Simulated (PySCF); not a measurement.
## Geometry relaxation, with input and output: InI (part 2 of 2)

Continued. System: InI. Method: RKS-hse06/sbkjc, optimize (PySCF 2.14.0). 

Geometry of the input (Å):
```
In 0.0000  0.0000  0.0000
I  0.0000  0.0000  2.4300
```

What the program printed, continued
```
----------------------------------------------
cycle 3: E = -200.673184432  dE = -0.00414043  norm(grad) = 0.0187784
Step    2 : Displace = 4.864e-02/4.864e-02 (rms/max) Trust = 1.414e-01 (+) Grad = 1.328e-02/1.328e-02 (rms/max) E (change) = -200.6731844318 (-4.140e-03) Quality = 1.369
Hessian Eigenvalues: 5.00000e-02 5.00000e-02 5.00000e-02 ... 5.00000e-02 5.00000e-02 1.06703e-01

Geometry optimization cycle 4
Cartesian coordinates (Angstrom)
 Atom        New coordinates             dX        dY        dZ
  In  -0.000000  -0.000000  -0.181566   -0.000000 -0.000000 -0.032926
   I   0.000000   0.000000   2.611566    0.000000  0.000000  0.032926
New geometry
   1 In    -0.000000000000  -0.000000000000  -0.181566304869 AA   -0.000000000000  -0.000000000000  -0.343110589651 Bohr
   2 I      0.000000000000   0.000000000000   2.611566304869 AA    0.000000000000   0.000000000000   4.935145072344 Bohr

******** <class 'pyscf.scf.hf.RKS_Scanner'> ********
method = RKS_Scanner
initial guess = minao
damping factor = 0
level_shift factor = 0
DIIS = <class 'pyscf.scf.diis.CDIIS'>
diis_start_cycle = 1
diis_space = 8
diis_damp = 0
SCF conv_tol = 1e-09
SCF conv_tol_grad = None
SCF max_cycles = 50
direct_scf = True
direct_scf_tol = 1e-13
XC library pyscf.dft.libxc version 7.0.0
    S. Lehtola, C. Steigemann, M. J.T. Oliveira, and M. A.L. Marques.,  SoftwareX 7, 1–5 (2018)
XC functionals = hse06
    J. Heyd, G. E. Scuseria, and M. Ernzerhof.,  J. Chem. Phys. 118, 8207 (2003)
    J. Heyd, G. E. Scuseria, and M. Ernzerhof.,  J. Chem. Phys. 124, 219906 (2006)
    A. V. Krukau, O. A. Vydrov, A. F. Izmaylov, and G. E. Scuseria.,  J. Chem. Phys. 125, 224106 (2006)
radial grids:
    Treutler-Ahlrichs [JCP 102, 346 (1995); DOI:10.1063/1.469408] (M4) radial grids

becke partition: Becke, JCP 88, 2547 (1988); DOI:10.1063/1.454033
pruning grids: <function nwchem_prune>
grids dens level: 3
symmetrized grids: False
atomic radii adjust function: <function treutler_atomic_radii_adjust>
small_rho_cutoff = 0
Set gradient conv threshold to 3.16228e-05
tot grids = 43832
init E= -200.666531357175
  HOMO = -0.24159455859059  LUMO = -0.0856019285790272  gap/eV = 4.24478
cycle= 1 E= -200.673931592745  delta_E= -0.0074  |g|= 0.0202  |ddm|= 0.0938
  HOMO = -0.237319762601628  LUMO = -0.0867349736913486  gap/eV = 4.09762
cycle= 2 E= -200.673705767539  delta_E= 0.000226  |g|= 0.0282  |ddm|= 0.142
  HOMO = -0.238963591418112  LUMO = -0.0848947033877967  gap/eV = 4.19243
cycle= 3 E= -200.674189874407  delta_E= -0.000484  |g|= 0.00257  |ddm|= 0.078
  HOMO = -0.239068329102184  LUMO = -0.0851035388838462  gap/eV = 4.18960
cycle= 4 E= -200.674191861755  delta_E= -1.99e-06  |g|= 0.00049  |ddm|= 0.00665
  HOMO = -0.23903850242343  LUMO = -0.0851138343551959  gap/eV = 4.18850
cycle= 5 E= -200.674191902696  delta_E= -4.09e-08  |g|= 8.87e-05  |ddm|= 0.00106
  HOMO = -0.239039880140539  LUMO = -0.0851008738613967  gap/eV = 4.18889
cycle= 6 E= -200.674191907516  delta_E= -4.82e-09  |g|= 6.62e-06  |ddm|= 0.000193
  HOMO = -0.23904049457399  LUMO = -0.0851010176101702  gap/eV = 4.18891
cycle= 7 E= -200.67419190753  delta_E= -1.43e-11  |g|= 4.29e-07  |ddm|= 1.6e-05
  HOMO = -0.239040510329609  LUMO = -0.0851011661054582  gap/eV = 4.18890
Extra cycle  E= -200.67419190753  delta_E= 6.82e-13  |g|= 6.12e-07  |ddm|= 3.41e-06
converged SCF energy = -200.67419190753

******** <class 'pyscf.grad.rhf.Gradients_Scanner'> for <class 'pyscf.scf.hf.RKS_Scanner'> ********
unit = Eh/Bohr
grid_response = True
--------------- RKS_Scanner gradients ---------------
         x                y                z
0 In    -0.0000000000     0.0000000000     0.0033073356
1 I     0.0000000000    -0.0000000000    -0.0033073356
----------------------------------------------
cycle 4: E = -200.674191908  dE = -0.00100748  norm(grad) = 0.00467728
Step    3 : Displace = 3.293e-02/3.293e-02 (rms/max) Trust = 2.000e-01 (+) Grad = 3.307e-03/3.307e-03 (rms/max) E (change) = -200.6741919075 (-1.007e-03) Quality = 1.219
Hessian Eigenvalues: 5.00000e-02 5.00000e-02 5.00000e-02 ... 5.00000e-02 5.00000e-02 8.01258e-02

Geometry optimization cycle 5
Cartesian coordinates (Angstrom)
 Atom        New coordinates             dX        dY        dZ
  In  -0.000000  -0.000000  -0.192488    0.000000 -0.000000 -0.010921
   I   0.000000   0.000000   2.622488   -0.000000  0.000000  0.010921
New geometry
   1 In    -0.000000000000  -0.000000000000  -0.192487671904 AA   -0.000000000000  -0.000000000000  -0.363748982253 Bohr
   2 I      0.000000000000   0.000000000000   2.622487671904 AA    0.000000000000   0.000000000000   4.955783464946 Bohr

******** <class 'pyscf.scf.hf.RKS_Scanner'> ********
method = RKS_Scanner
initial guess = minao
damping factor = 0
level_shift factor = 0
DIIS = <class 'pyscf.scf.diis.CDIIS'>
diis_start_cycle = 1
diis_space = 8
diis_damp = 0
SCF conv_tol = 1e-09
SCF conv_tol_grad = None
SCF max_cycles = 50
direct_scf = True
direct_scf_tol = 1e-13
XC library pyscf.dft.libxc version 7.0.0
    S. Lehtola, C. Steigemann, M. J.T. Oliveira, and M. A.L. Marques.,  SoftwareX 7, 1–5 (2018)
XC functionals = hse06
    J. Heyd, G. E. Scuseria, and M. Ernzerhof.,  J. Chem. Phys. 118, 8207 (2003)
    J. Heyd, G. E. Scuseria, and M. Ernzerhof.,  J. Chem. Phys. 124, 219906 (2006)
    A. V. Krukau, O. A. Vydrov, A. F. Izmaylov, and G. E. Scuseria.,  J. Chem. Phys. 125, 224106 (2006)
radial grids:
    Treutler-Ahlrichs [JCP 102, 346 (1995); DOI:10.1063/1.469408] (M4) radial grids

becke partition: Becke, JCP 88, 2547 (1988); DOI:10.1063/1.454033
pruning grids: <function nwchem_prune>
grids dens level: 3
symmetrized grids: False
atomic radii adjust function: <function treutler_atomic_radii_adjust>
small_rho_cutoff = 0
Set gradient conv threshold to 3.16228e-05
tot grids = 43832
init E= -200.671692626738
  HOMO = -0.24040874955192  LUMO = -0.0863369757138315  gap/eV = 4.19251
cycle= 1 E= -200.674241892126  delta_E= -0.00255  |g|= 0.00647  |ddm|= 0.0298
  HOMO = -0.238848851756428  LUMO = -0.0865867456613215  gap/eV = 4.14326
cycle= 2 E= -200.674220067571  delta_E= 2.18e-05  |g|= 0.0089  |ddm|= 0.045
  HOMO = -0.239417382482037  LUMO = -0.0859967263581525  gap/eV = 4.17479
cycle= 3 E= -200.674268548328  delta_E= -4.85e-05  |g|= 0.000845  |ddm|= 0.0249
  HOMO = -0.239451906443938  LUMO = -0.0860661041049307  gap/eV = 4.17384
cycle= 4 E= -200.674268756985  delta_E= -2.09e-07  |g|= 0.000156  |ddm|= 0.00214
  HOMO = -0.239442976527707  LUMO = -0.0860708827559649  gap/eV = 4.17347
cycle= 5 E= -200.674268761461  delta_E= -4.48e-09  |g|= 2.59e-05  |ddm|= 0.000329
  HOMO = -0.239443458728672  LUMO = -0.0860672606986  gap/eV = 4.17358
cycle= 6 E= -200.674268761876  delta_E= -4.15e-10  |g|= 1.59e-06  |ddm|= 5.73e-05
  HOMO = -0.239443718810104  LUMO = -0.0860672162421983  gap/eV = 4.17359
Extra cycle  E= -200.674268761876  delta_E=    0  |g|= 1.67e-06  |ddm|= 8.92e-06
converged SCF energy = -200.674268761876

******** <class 'pyscf.grad.rhf.Gradients_Scanner'> for <class 'pyscf.scf.hf.RKS_Scanner'> ********
unit = Eh/Bohr
grid_response = True
--------------- RKS_Scanner gradients ---------------
         x                y                z
0 In     0.0000000000    -0.0000000000     0.0004848935
1 I    -0.0000000000     0.0000000000    -0.0004848935
----------------------------------------------
cycle 5: E = -200.674268762  dE = -7.68543e-05  norm(grad) = 0.000685743
Step    4 : Displace = 1.092e-02/1.092e-02 (rms/max) Trust = 2.828e-01 (+) Grad = 4.849e-04/4.849e-04 (rms/max) E (change) = -200.6742687619 (-7.685e-05) Quality = 1.126
Hessian Eigenvalues: 5.00000e-02 5.00000e-02 5.00000e-02 ... 5.00000e-02 5.00000e-02 6.83784e-02

Geometry optimization cycle 6
Cartesian coordinates (Angstrom)
 Atom        New coordinates             dX        dY        dZ
  In  -0.000000   0.000000  -0.194364   -0.000000  0.000000 -0.001876
   I   0.000000  -0.000000   2.624364    0.000000 -0.000000  0.001876
New geometry
   1 In    -0.000000000000   0.000000000000  -0.194363954865 AA   -0.000000000000   0.000000000000  -0.367294643182 Bohr
   2 I      0.000000000000  -0.000000000000   2.624363954865 AA    0.000000000000  -0.000000000000   4.959329125875 Bohr

******** <class 'pyscf.scf.hf.RKS_Scanner'> ********
method = RKS_Scanner
initial guess = minao
damping factor = 0
level_shift factor = 0
DIIS = <class 'pyscf.scf.diis.CDIIS'>
diis_start_cycle = 1
diis_space = 8
diis_damp = 0
SCF conv_tol = 1e-09
SCF conv_tol_grad = None
SCF max_cycles = 50
direct_scf = True
direct_scf_tol = 1e-13
XC library pyscf.dft.libxc version 7.0.0
    S. Lehtola, C. Steigemann, M. J.T. Oliveira, and M. A.L. Marques.,  SoftwareX 7, 1–5 (2018)
XC functionals = hse06
    J. Heyd, G. E. Scuseria, and M. Ernzerhof.,  J. Chem. Phys. 118, 8207 (2003)
    J. Heyd, G. E. Scuseria, and M. Ernzerhof.,  J. Chem. Phys. 124, 219906 (2006)
    A. V. Krukau, O. A. Vydrov, A. F. Izmaylov, and G. E. Scuseria.,  J. Chem. Phys. 125, 224106 (2006)
radial grids:
    Treutler-Ahlrichs [JCP 102, 346 (1995); DOI:10.1063/1.469408] (M4) radial grids

becke partition: Becke, JCP 88, 2547 (1988); DOI:10.1063/1.454033
pruning grids: <function nwchem_prune>
grids dens level: 3
symmetrized grids: False
atomic radii adjust function: <function treutler_atomic_radii_adjust>
small_rho_cutoff = 0
Set gradient conv threshold to 3.16228e-05
tot grids = 43832
init E= -200.673824991196
  HOMO = -0.239676567147576  LUMO = -0.0862844028453005  gap/eV = 4.17401
cycle= 1 E= -200.674269807554  delta_E= -0.000445  |g|= 0.0011  |ddm|= 0.00506
  HOMO = -0.239404112702434  LUMO = -0.0863205098196226  gap/eV = 4.16562
cycle= 2 E= -200.674269297622  delta_E= 5.1e-07  |g|= 0.0015  |ddm|= 0.00761
  HOMO = -0.239501370026843  LUMO = -0.0862206168428304  gap/eV = 4.17098
cycle= 3 E= -200.674270705435  delta_E= -1.41e-06  |g|= 0.000144  |ddm|= 0.00423
  HOMO = -0.239507234929145  LUMO = -0.0862324667112941  gap/eV = 4.17082
cycle= 4 E= -200.674270711443  delta_E= -6.01e-09  |g|= 2.63e-05  |ddm|= 0.000364
  HOMO = -0.239505735255018  LUMO = -0.0862333430332322  gap/eV = 4.17075
cycle= 5 E= -200.674270711574  delta_E= -1.31e-10  |g|= 4.34e-06  |ddm|= 5.55e-05
  HOMO = -0.239506148600319  LUMO = -0.0862322421275159  gap/eV = 4.17080
Extra cycle  E= -200.674270711564  delta_E= 9.52e-12  |g|= 5.67e-06  |ddm|= 2.43e-05
converged SCF energy = -200.674270711564

******** <class 'pyscf.grad.rhf.Gradients_Scanner'> for <class 'pyscf.scf.hf.RKS_Scanner'> ********
unit = Eh/Bohr
grid_response = True
--------------- RKS_Scanner gradients ---------------
         x                y                z
0 In     0.0000000000     0.0000000000     0.0000225374
1 I    -0.0000000000    -0.0000000000    -0.0000225374
----------------------------------------------
cycle 6: E = -200.674270712  dE = -1.94969e-06  norm(grad) = 3.18727e-05
Step    5 : Displace = 1.876e-03/1.876e-03 (rms/max) Trust = 3.000e-01 (+) Grad = 2.254e-05/2.254e-05 (rms/max) E (change) = -200.6742707116 (-1.950e-06) Quality = 1.134
Hessian Eigenvalues: 5.00000e-02 5.00000e-02 5.00000e-02 ... 5.00000e-02 5.00000e-02 6.52003e-02

Geometry optimization cycle 7
Cartesian coordinates (Angstrom)
 Atom        New coordinates             dX        dY        dZ
  In  -0.000000  -0.000000  -0.194455   -0.000000 -0.000000 -0.000091
   I   0.000000   0.000000   2.624455    0.000000  0.000000  0.000091
New geometry
   1 In    -0.000000000000  -0.000000000000  -0.194455413626 AA   -0.000000000000  -0.000000000000  -0.367467475193 Bohr
   2 I      0.000000000000   0.000000000000   2.624455413626 AA    0.000000000000   0.000000000000   4.959501957885 Bohr

******** <class 'pyscf.scf.hf.RKS_Scanner'> ********
method = RKS_Scanner
initial guess = minao
damping factor = 0
level_shift factor = 0
DIIS = <class 'pyscf.scf.diis.CDIIS'>
diis_start_cycle = 1
diis_space = 8
diis_damp = 0
SCF conv_tol = 1e-09
SCF conv_tol_grad = None
SCF max_cycles = 50
direct_scf = True
direct_scf_tol = 1e-13
XC library pyscf.dft.libxc version 7.0.0
    S. Lehtola, C. Steigemann, M. J.T. Oliveira, and M. A.L. Marques.,  SoftwareX 7, 1–5 (2018)
XC functionals = hse06
    J. Heyd, G. E. Scuseria, and M. Ernzerhof.,  J. Chem. Phys. 118, 8207 (2003)
    J. Heyd, G. E. Scuseria, and M. Ernzerhof.,  J. Chem. Phys. 124, 219906 (2006)
    A. V. Krukau, O. A. Vydrov, A. F. Izmaylov, and G. E. Scuseria.,  J. Chem. Phys. 125, 224106 (2006)
radial grids:
    Treutler-Ahlrichs [JCP 102, 346 (1995); DOI:10.1063/1.469408] (M4) radial grids

becke partition: Becke, JCP 88, 2547 (1988); DOI:10.1063/1.454033
pruning grids: <function nwchem_prune>
grids dens level: 3
symmetrized grids: False
atomic radii adjust function: <function treutler_atomic_radii_adjust>
small_rho_cutoff = 0
Set gradient conv threshold to 3.16228e-05
tot grids = 43832
init E= -200.674248968557
  HOMO = -0.239516717546185  LUMO = -0.0862440331426198  gap/eV = 4.17076
cycle= 1 E= -200.674270715302  delta_E= -2.17e-05  |g|= 4.63e-05  |ddm|= 0.000246
  HOMO = -0.239504500501348  LUMO = -0.0862441271221466  gap/eV = 4.17043
cycle= 2 E= -200.674270714321  delta_E= 9.81e-10  |g|= 6.07e-05  |ddm|= 0.00032
  HOMO = -0.239508680780528  LUMO = -0.0862401660721375  gap/eV = 4.17065
cycle= 3 E= -200.674270716658  delta_E= -2.34e-09  |g|= 7.06e-06  |ddm|= 0.000177
  HOMO = -0.239508881564358  LUMO = -0.0862408050749163  gap/eV = 4.17064
cycle= 4 E= -200.674270716674  delta_E= -1.6e-11  |g|= 1.27e-06  |ddm|= 1.72e-05
  HOMO = -0.239508750587841  LUMO = -0.086240837198799  gap/eV = 4.17063
Extra cycle  E= -200.674270716674  delta_E=    0  |g|= 1.19e-06  |ddm|= 4.79e-06
converged SCF energy = -200.674270716674

******** <class 'pyscf.grad.rhf.Gradients_Scanner'> for <class 'pyscf.scf.hf.RKS_Scanner'> ********
unit = Eh/Bohr
grid_response = True
--------------- RKS_Scanner gradients ---------------
         x                y                z
0 In    -0.0000000000     0.0000000000    -0.0000005847
1 I     0.0000000000    -0.0000000000     0.0000005847
----------------------------------------------
cycle 7: E = -200.674270717  dE = -5.10946e-09  norm(grad) = 8.26937e-07
```

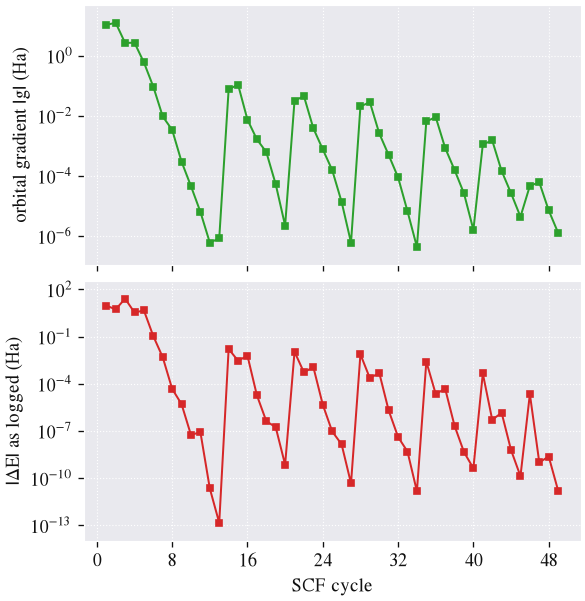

Fig. 1: Convergence of the self-consistent field: orbital gradient |g| and size of the energy change against the SCF cycle. All cycles printed in the log are drawn one after another.

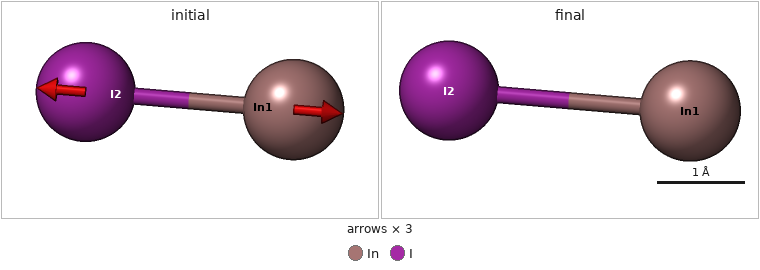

Fig. 2: Before (left) and after (right) the relaxation, at one scale (ball-and-stick view, seen at a tilt). The red arrows give the displacements, magnified 3 times. The largest moves after the best rigid fit, 0.19 Å, are those of In1 and I2. By element the largest moves are I 0.19 Å, In 0.19 Å. Distances before and after: In1–I2 2.430 → 2.819 Å. (Atoms are counted from 1 in the order of the input.)

```
Step    6 : Displace = 9.146e-05/9.146e-05 (rms/max) Trust = 3.000e-01 (=) Grad = 5.847e-07/5.847e-07 (rms/max) E (change) = -200.6742707167 (-5.109e-09) Quality = 1.312
Hessian Eigenvalues: 5.00000e-02 5.00000e-02 5.00000e-02 ... 5.00000e-02 5.00000e-02 6.52003e-02
Converged! =D

    #| If this code has benefited your research, please support us by citing: |#
    #| Wang, L.-P.; Song, C.C. (2016) "Geometry optimization made simple with |#
    #| translation and rotation coordinates", J. Chem, Phys. 144, 214108.     |#
    #|                                     |#
optimised geometry (angstrom)
In         -0.00000000       -0.00000000       -0.19445541
I           0.00000000        0.00000000        2.62445541
orbital energies (hartree): [-0.28   -0.28   -0.2225 -0.0685 -0.0685  0.0308]
```
